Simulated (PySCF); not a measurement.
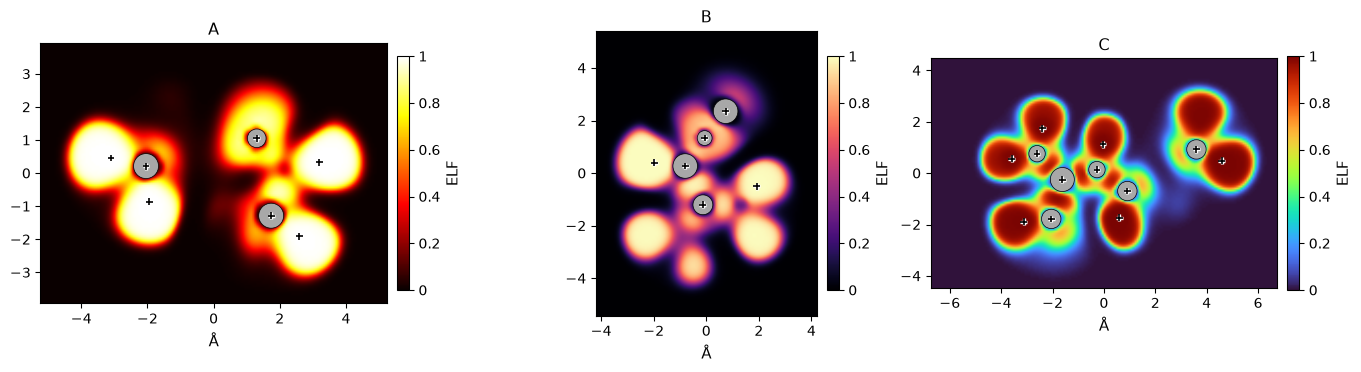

The ELF of 3 systems, each on a plane through atoms (crosses mark nuclei in the plane; grey discs cover the cores).

The calculation used PBE0/pcSseg-1, SCF density, gas phase, non-relativistic in PySCF.

System 1: C$_{5}$H$_{13}$BN$_{2}$, the plane of atoms N5, C4 and H14. Geometry: GFN2-xTB.

```xyz
21

C    -3.3610    0.3962   -0.1850
C    -2.5669   -0.7270    0.3988
C    -1.2889   -1.0059    0.1891
C    -0.3156   -0.2256   -0.6517
N     0.5715    0.5504    0.1897
B     1.9593    0.4125    0.3638
C     2.8094   -0.6444   -0.4738
N     2.6041    1.2537    1.2892
H    -4.1680   -0.0005   -0.8011
H    -2.7532    1.0592   -0.7923
H    -3.8171    0.9787    0.6154
H    -3.1362   -1.3695    1.0607
H    -0.8458   -1.8452    0.7093
H     0.2913   -0.9185   -1.2365
H    -0.8436    0.4358   -1.3498
H     0.0660    1.2179    0.7536
H     2.7788   -0.4214   -1.5389
H     3.8553   -0.6511   -0.1768
H     2.4324   -1.6574   -0.3489
H     2.1258    1.9441    1.8405
H     3.5934    1.2351    1.4534
```

System 2: C$_{4}$H$_{10}$O$_{2}$Si (SMILES CC[SiH]1OCCO1), the plane of atoms H8, C1 and H9. Geometry: GFN2-xTB.

```csv
atom,x (Å),y (Å),z (Å)
C,2.1943,0.0027,0.8350
C,1.7358,-0.5776,-0.5012
Si,-0.1177,-0.3840,-0.8322
O,-1.0169,-1.1418,0.3154
C,-2.0587,-0.3244,0.7595
C,-1.6905,1.1384,0.4318
O,-0.7015,1.1275,-0.5560
H,3.2643,-0.1433,0.9725
H,1.9868,1.0695,0.8757
H,1.6740,-0.4813,1.6582
H,1.9921,-1.6350,-0.5454
H,2.2802,-0.0977,-1.3129
H,-0.5261,-0.7935,-2.1749
H,-2.1919,-0.4772,1.8327
H,-2.9797,-0.6083,0.2399
H,-2.5578,1.6910,0.0622
H,-1.2937,1.6470,1.3165
```

System 3: C$_{4}$H$_{12}$B$_{2}$O (SMILES BOBC(C)(C)C), the plane of atoms O2, B3 and H10. Geometry: GFN2-xTB.

```xyz
19

B     2.9717   -0.7208   -0.4094
O     1.9871   -0.1573    0.2170
B     0.9561    0.3702    0.7982
C    -0.5269    0.1996    0.1648
C    -0.4759   -0.1127   -1.3354
C    -1.3739    1.4605    0.3772
C    -1.2079   -0.9764    0.8852
H     3.5829   -0.1053   -1.2101
H     3.2505   -1.8417   -0.1627
H     1.1061    0.9449    1.8194
H    -1.4801   -0.2640   -1.7299
H    -0.0137    0.7075   -1.8812
H     0.1053   -1.0137   -1.5220
H    -0.9216    2.3147   -0.1220
H    -2.3759    1.3193   -0.0268
H    -1.4597    1.6909    1.4364
H    -1.2562   -0.7955    1.9567
H    -0.6549   -1.8983    0.7183
H    -2.2226   -1.1126    0.5130
```

**Which map belongs to which system?**

Panel A is system 2, C$_{4}$H$_{10}$O$_{2}$Si: the plane holds C, O and H. Panel B is system 3, C$_{4}$H$_{12}$B$_{2}$O: the plane holds B, O, C and H. B–O (1.30 Å): the ELF peaks at about 0.90 between the atoms: a short, strongly polar bond. Panel C is system 1, C$_{5}$H$_{13}$BN$_{2}$: the plane holds C, N, B and H. B–N (1.41 Å): the ELF peaks at about 0.95 between the atoms; a polar covalent bond.
